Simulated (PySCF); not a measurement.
**C₂H₁₂OSi₄ (SMILES CC(=O)[SiH2][SiH2][SiH2][SiH3]): density, localisation and related maps**

```tsv
atom	x (Å)	y (Å)	z (Å)
C	-2.6552	0.0988	-1.3935
C	-1.3373	0.2359	-0.6876
O	-0.2854	0.0050	-1.2484
Si	-1.2596	0.8121	1.1721
Si	0.2546	-0.6235	2.2447
Si	1.8304	-1.3174	0.6498
Si	2.6567	0.5638	-0.4875
H	-3.2910	-0.6230	-0.8546
H	-3.1914	1.0619	-1.3738
H	-2.5009	-0.2295	-2.4309
H	-0.7306	2.2104	1.1383
H	-2.6256	0.8336	1.7846
H	-0.4927	-1.7793	2.8358
H	0.9240	0.1228	3.3568
H	1.1794	-2.2846	-0.2849
H	2.9337	-2.0367	1.3667
H	2.6302	0.3608	-1.9653
H	1.8570	1.7754	-0.1298
H	4.0728	0.8205	-0.0697
```

Geometry: PBE0-D3(BJ)/def2-SVP.

All numbers below come from PBE0/pcSseg-1, SCF density, gas phase, non-relativistic (PySCF 2.14.0).

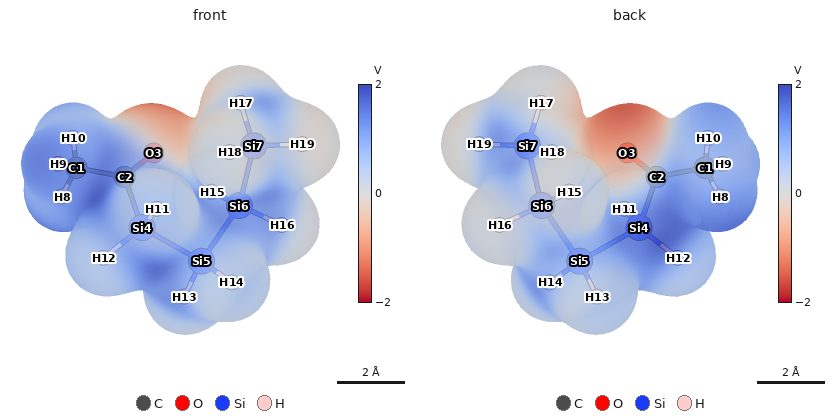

Figure 1. The electrostatic potential painted on the density surface at 0.004 e/bohr³, seen from the front and from behind; red is negative and blue positive.

Question: Where is the surface potential most negative and most positive?

Answer: The most negative region (about −1.5 V) lies over O3, the most positive (about +1.9 V) over Si4. O3 is the likeliest acceptor of a hydrogen bond.

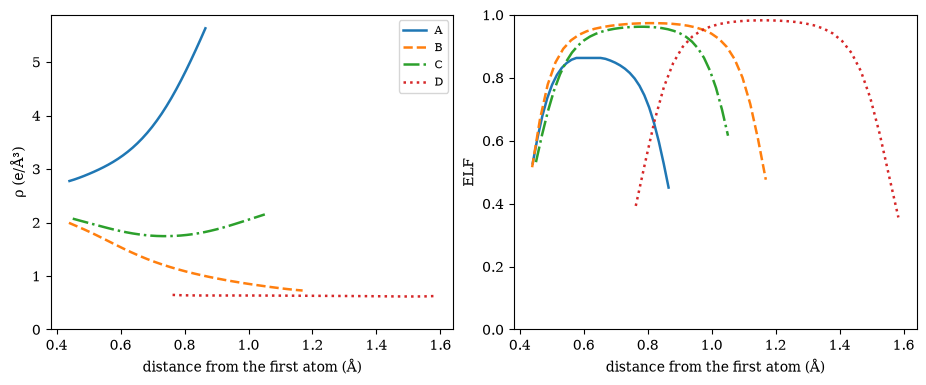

Figure 2. Total electron density and electron localisation function along straight lines between neighbouring atoms. The curves leave out the atomic cores.

Question: Which curve belongs to which contact (C–C, C–O, C–Si and Si–Si)? The first atom named is at distance zero.

Answer: Curve A: C–O (1.21 Å): the density is about 3.3 e/Å³ at the midpoint; the ELF peaks at about 0.85 between the atoms: a short, multiple covalent bond. Curve B: C–Si (1.95 Å): ρ at the midpoint is about 0.88 e/Å³; the ELF peaks at about 1 between the atoms (localised, covalent bonding). Curve C: C–C (1.50 Å): the density is about 1.7 e/Å³ at the midpoint; the ELF peaks at about 0.95 between the atoms: localised, covalent bonding. Curve D: Si–Si (2.35 Å): ρ at the midpoint is about 0.63 e/Å³; the ELF peaks at about 1 between the atoms, as expected for a covalent bond.
